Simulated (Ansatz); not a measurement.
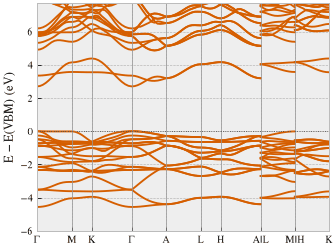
Figure. Band structure from the program Ansatz at the LDA level (PAW)

**Question.** Read off the gap and where the band edges lie.

**Answer.** About 2.7 eV (2.70 eV by a search for the band edges); maximum at Γ, minimum at Γ.

**Question.** Which of these materials gives this?
A. CsCdBr3, P6_3/mmc (Cs on 2d, Cd on 2a, Br on 6h)
B. MoS2, P6_3/mmc (Mo on 2c, S on 4f)
C. CdS, wurtzite
D. AlN, wurtzite

**Answer.** A, CsCdBr3, P6_3/mmc (Cs on 2d, Cd on 2a, Br on 6h)

The workflow started from a Materials Project entry (that database holds measured and hypothetical structures alike); the Crystallography Open Database files this formula in space group No. 194, but the cells were not matched. Whether it is the stable phase at ambient conditions was not checked. The cell was relaxed with LDA under the symmetry of its start; phonons on a q-mesh show no instability. Scalar-relativistic: spin–orbit coupling is off unless named, which matters more the heavier the elements.

Potentials: the later of the program's two PAW sets.
